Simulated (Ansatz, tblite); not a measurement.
# In13As13 zinc blende bond sphere (In13As13H30): which spin state is lowest

Is the singlet the ground state of In13As13 zinc blende bond sphere (In13As13H30)? Other spin states are computed and compared level by level.

Program: Ansatz 0.2.0, Gaussian basis. Level of theory: as each input shows. These are calculated values, not measurements.

Levels to be run: triplet, at the geometry of the singlet (GFN1-xTB, GFN2-xTB, PBE0-D4/def2-SVP, PBE-D4/def2-SVP); the singlet's energies come from earlier runs.

1 further run of the same task is left out (set aside as unsound or not needed). Runs told in other sessions of the task aren't counted.

## (1) The relaxed structure

The geometry is that of the singlet, from an earlier relaxation (r2SCAN-D4/def2-SVP).

56 atoms, charge 0, spin multiplicity 1.

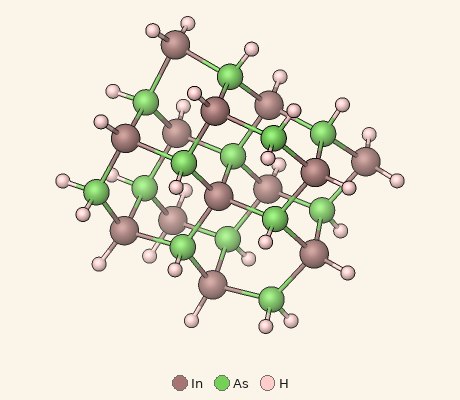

The geometry (indium brown, arsenic green, hydrogen pink).

In takes a core potential in the def2 sets. No spin-orbit coupling is included.

## (2) Triplet at the fixed geometry, GFN1-xTB

Tight binding, by tblite at 300 K electronic temperature and without a spin-polarisation term:

```python
tblite.interface.Calculator('GFN1-xTB', numbers, positions, charge=0, uhf=2).singlepoint()
```

Energy -1832.7241 eV; 1.6 s.

## (3) Triplet at the fixed geometry, GFN2-xTB

Tight binding, by tblite at 300 K electronic temperature and without a spin-polarisation term:

```python
tblite.interface.Calculator('GFN2-xTB', numbers, positions, charge=0, uhf=2).singlepoint()
```

Energy -1682.6904 eV; 1.2 s.

## (4) Triplet at the fixed geometry, PBE0-D4/def2-SVP

The input, in.yaml:

```yaml
crystal:
  periodic: [false, false, false]
  atoms:
    - {symbol: In, position_ang: [-2.344856, -2.345052, -0.729661]}
    - {symbol: In, position_ang: [-2.465245, 0.913911, -3.899838]}
    - {symbol: In, position_ang: [-5.612973, 0.815474, -0.816654]}
    - {symbol: In, position_ang: [-2.343178, 0.725121, 2.342731]}
    - {symbol: In, position_ang: [-2.464035, 3.896039, -0.914965]}
    - {symbol: In, position_ang: [0.911130, -2.466378, -3.901007]}
    - {symbol: In, position_ang: [0.809043, -5.615140, -0.813464]}
    - {symbol: In, position_ang: [0.726919, -2.345702, 2.341359]}
    - {symbol: In, position_ang: [3.893929, -2.466820, -0.919060]}
    - {symbol: In, position_ang: [0.694923, 0.694514, -0.700033]}
    - {symbol: In, position_ang: [0.916726, 3.893685, 2.460929]}
    - {symbol: In, position_ang: [3.897352, 0.911888, 2.459072]}
    - {symbol: In, position_ang: [0.820522, 0.815239, 5.610311]}
    - {symbol: As, position_ang: [-3.751864, -0.610322, -2.195422]}
    - {symbol: As, position_ang: [-0.612256, -3.753307, -2.195974]}
    - {symbol: As, position_ang: [-0.761946, -0.760787, -5.149975]}
    - {symbol: As, position_ang: [-0.805770, -0.806993, 0.802911]}
    - {symbol: As, position_ang: [-0.850810, 2.227708, -2.230995]}
    - {symbol: As, position_ang: [-3.750834, 2.192493, 0.609984]}
    - {symbol: As, position_ang: [-0.607868, 2.190864, 3.748997]}
    - {symbol: As, position_ang: [-0.756688, 5.144754, 0.757182]}
    - {symbol: As, position_ang: [2.225611, -0.851941, -2.232714]}
    - {symbol: As, position_ang: [2.192097, -3.753799, 0.607793]}
    - {symbol: As, position_ang: [2.194949, -0.612616, 3.747917]}
    - {symbol: As, position_ang: [5.145527, -0.760031, 0.751526]}
    - {symbol: As, position_ang: [2.228720, 2.225523, 0.844649]}
    - {symbol: H, position_ang: [-3.391997, -3.390175, 0.165905]}
    - {symbol: H, position_ang: [-3.296534, 1.916868, -5.031150]}
    - {symbol: H, position_ang: [-6.392829, -0.272186, 0.269977]}
    - {symbol: H, position_ang: [-6.317944, 1.932012, -1.931887]}
    - {symbol: H, position_ang: [-3.389879, -0.169601, 3.388932]}
    - {symbol: H, position_ang: [-3.294544, 5.029434, -1.916334]}
    - {symbol: H, position_ang: [1.913395, -3.297298, -5.033173]}
    - {symbol: H, position_ang: [-0.281775, -6.386833, 0.275908]}
    - {symbol: H, position_ang: [1.921959, -6.328019, -1.927145]}
    - {symbol: H, position_ang: [-0.171528, -3.389788, 3.386906]}
    - {symbol: H, position_ang: [5.025906, -3.297760, -1.921690]}
    - {symbol: H, position_ang: [1.921100, 5.023990, 3.291963]}
    - {symbol: H, position_ang: [5.029148, 1.914633, 3.290018]}
    - {symbol: H, position_ang: [-0.265151, -0.270520, 6.394100]}
    - {symbol: H, position_ang: [1.937688, 1.932674, 6.310770]}
    - {symbol: H, position_ang: [-4.560075, -1.494468, -3.126283]}
    - {symbol: H, position_ang: [-1.497243, -4.561881, -3.125725]}
    - {symbol: H, position_ang: [-1.580105, -1.577613, -6.126815]}
    - {symbol: H, position_ang: [0.016011, 0.015886, -6.191377]}
    - {symbol: H, position_ang: [0.062955, 3.083800, -3.084876]}
    - {symbol: H, position_ang: [-4.557278, 3.123472, 1.495640]}
    - {symbol: H, position_ang: [-1.490121, 3.122765, 4.558045]}
    - {symbol: H, position_ang: [-1.571073, 6.124569, 1.574347]}
    - {symbol: H, position_ang: [0.021738, 6.183652, -0.022586]}
    - {symbol: H, position_ang: [3.082272, 0.061315, -3.086606]}
    - {symbol: H, position_ang: [3.123635, -4.560779, 1.492342]}
    - {symbol: H, position_ang: [3.126912, -1.495931, 4.555707]}
    - {symbol: H, position_ang: [6.129789, -1.573555, 1.564189]}
    - {symbol: H, position_ang: [6.180238, 0.020903, -0.031353]}
    - {symbol: H, position_ang: [3.083801, 3.080313, -0.069251]}
basis:
  gaussian: {orbitals: def2-SVP, fitting: {mean_field: def2-universal-jkfit}}
magnetization: {spin_polarized: true, initial_magnetization: 2}
hamiltonian: {xc: pbe0, dispersion: d4}
scf: {omitted_lower_state_checks: [starts]}
output: {orbitals: {seedname: orbitals}}
```

Started as:

```sh
> ansatz run in.yaml --threads 11 --pin off --events-out ev --progress --plain --max-ram 174080MiB --backend cuda --devices 0, --max-vram 75GiB
```

Standard output:

```text
Functional definition: PBE0
  name "PBE0"
  cite "Adamo & Barone, J. Chem. Phys. 110, 6158 (1999) doi:10.1063/1.478522"
  cite "Perdew, Burke & Ernzerhof, Phys. Rev. Lett. 77, 3865 (1996) doi:10.1103/PhysRevLett.77.3865"
  parent pbe
  parameter a = 0.25
  parameter kappa = 0.804
  parameter beta = 0.06672455060314922
  exchange = (1 - a)*pbe_x(kappa = kappa, mu = beta*pi^2/3) + a*exact_x
  correlation = pbe_c(beta = beta)
these checks for a lower state are left out or cut short: starts
6832 factors; integrals over basis functions are off by at most 3.4e-1 eV
mean field evaluation 1: about -858500.7756 eV, gradient 3.2e1 eV
mean field evaluation 2: about -858498.5878 eV, gradient 3.4e1 eV
mean field evaluation 4: about -858506.2661 eV, gradient 7.8e0 eV
mean field evaluation 8: about -858506.8210 eV, gradient 1.4e0 eV
mean field evaluation 16: about -858506.8728 eV, gradient 1.7e-1 eV
mean field evaluation 32: about -858506.8743 eV, gradient 3.4e-3 eV
mean field -858506.87448926 eV, -31549.5457206203 hartree, gradient 8.2e-6 eV, S^2 2.004684; 0 other end points of the search recorded, 0 dependent functions left out
reference -858506.87460813 eV, -31549.5457249886 hartree; 367, 365 occupied and 537, 539 virtual orbitals, 6832 factors
Total energy: -858511.36488104 eV, -31549.7107394745 hartree
Checks for a lower state left out: starts
```

It took 82 s on 1 × H100 with 11 threads of AMD EPYC 7R13, shared host; peak host memory 1.8 GiB.

From the report: HOMO -2.93 eV, LUMO -5.89 eV (over both spins; with the spin held, an empty level of the minority spin lies below the top filled one); ⟨S²⟩ 2.005 (pure: 2.00).

## (5) Triplet at the fixed geometry, PBE-D4/def2-SVP

start.molden holds the orbitals of an earlier run on this state, given as this run's starting guess.

Changes to in.yaml since step 4:

```diff
@@ -60,5 +60,5 @@
 basis:
-  gaussian: {orbitals: def2-SVP, fitting: {mean_field: def2-universal-jkfit}}
+  gaussian: {orbitals: def2-SVP, fitting: {mean_field: def2-universal-jkfit}, initial_orbitals: start.molden}
 magnetization: {spin_polarized: true, initial_magnetization: 2}
-hamiltonian: {xc: pbe0, dispersion: d4}
+hamiltonian: {xc: pbe, dispersion: d4}
 scf: {omitted_lower_state_checks: [starts]}
```

Same command.

Standard output:

```text
Functional definition: PBE
  name "PBE"
  cite "Perdew, Burke & Ernzerhof, Phys. Rev. Lett. 77, 3865 (1996) doi:10.1103/PhysRevLett.77.3865"
  parent pbe
  parameter kappa = 0.804
  parameter beta = 0.06672455060314922
  exchange = pbe_x(kappa = kappa, mu = beta*pi^2/3)
  correlation = pbe_c(beta = beta)
these checks for a lower state are left out or cut short: starts
6832 factors; integrals over basis functions are off by at most 3.4e-1 eV
mean field evaluation 1: about -858481.3623 eV, gradient 1.4e1 eV
mean field evaluation 2: about -858482.3461 eV, gradient 1.0e0 eV
mean field evaluation 4: about -858482.4151 eV, gradient 2.6e-1 eV
mean field evaluation 8: about -858482.4198 eV, gradient 9.1e-2 eV
mean field evaluation 16: about -858482.4218 eV, gradient 2.5e-5 eV
mean field -858482.42184237 eV, -31548.6471024217 hartree, gradient 2.5e-6 eV, S^2 2.001240; 0 other end points of the search recorded, 0 dependent functions left out
reference -858482.42200096 eV, -31548.6471082501 hartree; 367, 365 occupied and 537, 539 virtual orbitals, 6832 factors
Total energy: -858487.26314883 eV, -31548.8250171525 hartree
Checks for a lower state left out: starts
```

Run time: 28 s. Hardware: 1 × H100 with 11 threads of AMD EPYC 7R13, shared host; peak host memory 1.8 GiB.

From the report: HOMO -2.60 eV, LUMO -5.78 eV (over both spins; with the spin held, an empty level of the minority spin lies below the top filled one); ⟨S²⟩ 2.001 (pure: 2.00).

## (6) Triplet less singlet, vertical

The singlet's energies are those of its earlier runs, whose logs aren't repeated here.

| level | triplet less singlet, vertical (eV) | time |
| --- | --- | --- |
| GFN1-xTB | +2.321 | 2.5 s |
| GFN2-xTB | +2.836 | 2 s |
| PBE-D4/def2-SVP | +3.139 | 42 s |
| PBE0-D4/def2-SVP | +3.866 | 1.8 min |

Times add the two runs; a level without a time comes out of a correlated run. Tight binding without a spin term can't rank spin states.

## (7) Summary of results

| quantity | value |
| --- | --- |
| triplet less singlet, vertical, functionals in def2-SVP | +3.139 (PBE-D4) to +3.866 eV (PBE0-D4) |

What this shows: All functionals put the triplet above the singlet, over a spread of 0.728 eV. The checks for a lower triplet were left out, so another state of that spin may lie lower. These are electronic energies, without zero-point motion, entropy or surroundings.
